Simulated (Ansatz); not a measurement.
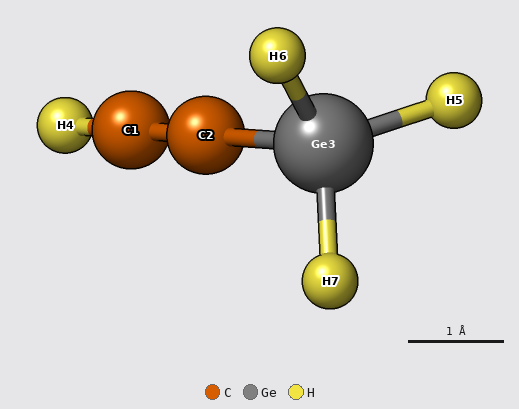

Fig. 1: The structure as given in the input (ball-and-stick view, seen at a tilt; atoms are numbered from 1 in the order of the input). Sticks mark near contacts.

# What a change does: single-point calculation on C$_{2}$H$_{4}$Ge

System: C$_{2}$H$_{4}$Ge, SMILES C#[C][GeH3].
Method of run 1: RKS SPW92/def2-TZVPP (Ansatz 0.2.0).

The geometry comes from this level: PBE0-D4/def2-TZVP. Text and figures count atoms from 1; the logs count them from 0 in places.

### Input, run 1
```yaml
crystal:
  periodic: [false, false, false]
  atoms:
    - {symbol: C, position_ang: [-0.810403, -1.833472, 0.129138]}
    - {symbol: C, position_ang: [-0.318150, -0.736746, 0.047684]}
    - {symbol: Ge, position_ang: [0.458413, 0.991597, -0.081022]}
    - {symbol: H, position_ang: [-1.245795, -2.803657, 0.201245]}
    - {symbol: H, position_ang: [0.128427, 1.576341, -1.459131]}
    - {symbol: H, position_ang: [-0.127427, 1.876385, 1.025300]}
    - {symbol: H, position_ang: [1.976136, 0.861451, 0.090987]}
basis:
  gaussian: {orbitals: def2-TZVPP}
hamiltonian: {xc: lda}
output: {orbitals: {seedname: orbitals}}
```

Hardware: 2 CPU threads, shared host.

### Output (run 1)
```
Functional definition: SPW92
  exchange = slater_x
  correlation = pw_c
954 factors; their error is unknown
mean field evaluation 1: about -58541.4521 eV, gradient 6.2e1 eV
mean field evaluation 2: about -58522.7260 eV, gradient 1.0e2 eV
mean field evaluation 4: about -58548.3738 eV, gradient 2.2e1 eV
mean field evaluation 8: about -58549.5758 eV, gradient 1.7e-1 eV
mean field evaluation 16: about -58549.5588 eV, gradient 1.1e-4 eV
mean field -58549.55879772 eV, -2151.6565995000 hartree, gradient 1.9e-5 eV, S^2 0.000000; 0 other end points of the search recorded, 0 dependent functions left out
reference -58549.55883430 eV, -2151.6566008443 hartree; 24, 24 occupied and 142, 142 virtual orbitals, 954 factors
Total energy: -58549.55883430 eV, -2151.6566008443 hartree
```

For run 2 the input was changed thus:
```diff
-hamiltonian: {xc: lda}
+correlation: {method: ccsd_t}
```

How does run 2 compare with run 1?

The total energies belong to different methods, so their difference says nothing on which is more stable or more accurate. The HOMO goes from −7.11 to −10.89 eV. The LUMO goes from −0.94 to 3.70 eV.

### Output (run 2)
```
Functional definition: HF
  exchange = exact_x
  correlation = 0
1008 factors; integrals over basis functions are off by at most 9.3e-4 eV
mean field evaluation 1: about -58594.3048 eV, gradient 2.8e1 eV
mean field evaluation 2: about -58594.5026 eV, gradient 2.7e1 eV
mean field evaluation 4: about -58596.7369 eV, gradient 3.3e0 eV
mean field evaluation 8: about -58596.7660 eV, gradient 1.1e-1 eV
mean field evaluation 16: about -58596.2503 eV, gradient 1.2e1 eV
mean field -58596.76607080 eV, -2153.3914347875 hartree, gradient 1.9e-6 eV, S^2 0.000000; 0 other end points of the search recorded, 0 dependent functions left out
11 core orbitals not correlated: weight in the atoms' cores, before any rotation towards them, 1.000 or more for the frozen orbitals, at most 0.000 for the correlated occupied ones
reference -58596.76607080 eV, -2153.3914347875 hartree; 13, 13 occupied and 142, 142 virtual orbitals, 1008 factors
second order -15.36970520 eV of doubles, -0.00000000 eV of singles
cycle   1  -15.27474486 eV  change    9.5e-2 eV  update   1.0e-1
cycle   2  -15.83116172 eV  change   -5.6e-1 eV  update   3.1e-2
cycle   3  -15.91577442 eV  change   -8.5e-2 eV  update   1.4e-2
cycle   4  -15.91585801 eV  change   -8.4e-5 eV  update   3.8e-3
cycle   5  -15.91781450 eV  change   -2.0e-3 eV  update   1.3e-3
cycle   6  -15.91820164 eV  change   -3.9e-4 eV  update   3.3e-4
cycle   7  -15.91832827 eV  change   -1.3e-4 eV  update   9.7e-5
cycle   8  -15.91839229 eV  change   -6.4e-5 eV  update   2.8e-5
cycle   9  -15.91840606 eV  change   -1.4e-5 eV  update   7.8e-6
perturbative correction -0.71431204 eV, -0.0262504832 hartree
Total energy: -58613.39878890 eV, -2154.0026759035 hartree
```

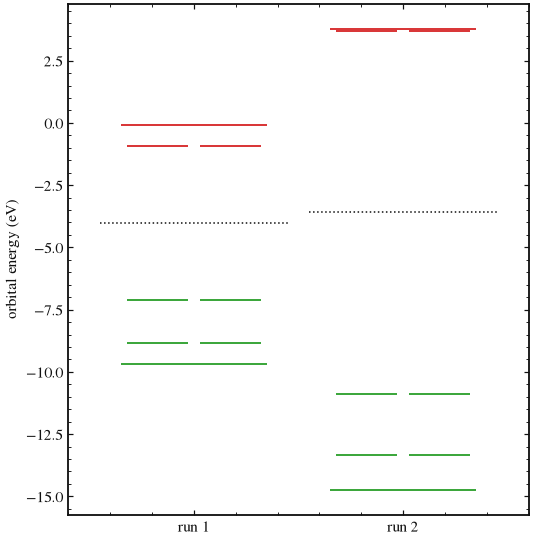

Fig. 2: The five highest filled and three lowest empty orbital energies of the two runs; the dotted lines part filled from empty levels. The HOMO–LUMO gap is 6.17 eV in run 1 and 14.58 eV in run 2.

### The two runs side by side

```tsv
quantity	run 1	run 2
outcome	converged	converged
total energy (hartree)	−2151.656601	−2154.002676
HOMO (eV)	−7.11	−10.89
LUMO (eV)	−0.94	3.70
basis functions	166	166
wall time (shared host)	0.8 s	23 s
```
